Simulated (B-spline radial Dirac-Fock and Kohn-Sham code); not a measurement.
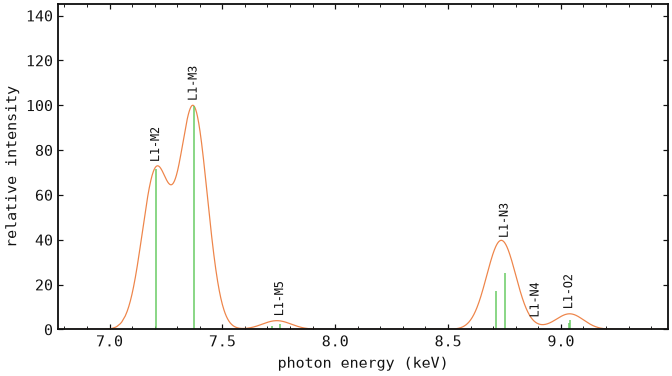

X-ray emission lines that fill an L1 (2s) hole, broadened by a Gaussian of 140 eV full width, as by a silicon detector. Multiplet splitting by the open shell is left out. The figure is for the ion Dy⁴⁺, configuration [Xe] 4f8. Level of theory: independent-particle rates on relativistic LDA orbitals of the hole state (multipoles to L = 3), energies from Dirac–Fock ΔSCF; calculated with a B-spline radial atomic code. Widths ruled by Coster–Kronig decay come out up to twice the measured ones in this model.

Q: What are the natural width, lifetime and fluorescence yield of the L1 hole?

A: Width 4.76 eV, lifetime 0.138 fs, fluorescence yield 0.0985.

Q: Which line is the strongest, where is it and what share of the photons does it carry?

A: L1-M3 (Lβ3) at 7.3723 keV, 43.7 % of the radiative decays.

Q: How far apart are L1-M3 (Lβ3) and L1-M2 (Lβ4), and what is their intensity ratio?

A: 167 eV apart, with L1-M2 at 0.72 of the intensity of L1-M3.
